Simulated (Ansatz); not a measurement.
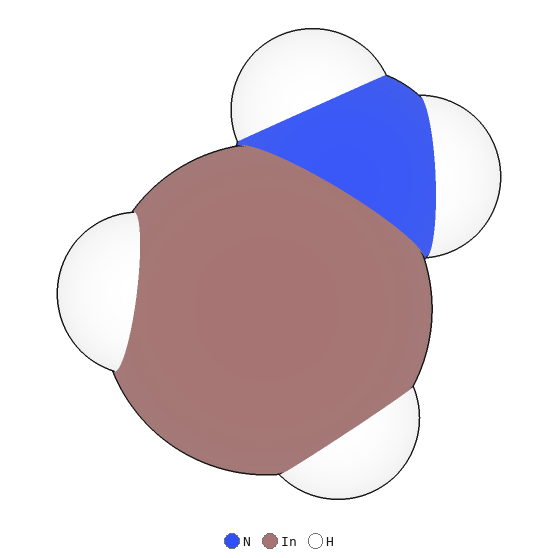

The computed structure is the end point of a PBE0-D4/def2-TZVP optimisation. No frequency run is at hand to confirm it as a minimum.

Give the structural formula.

SMILES: [NH2][InH2]

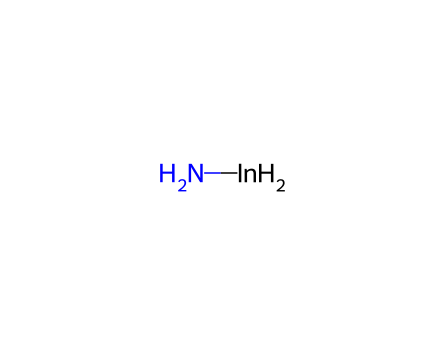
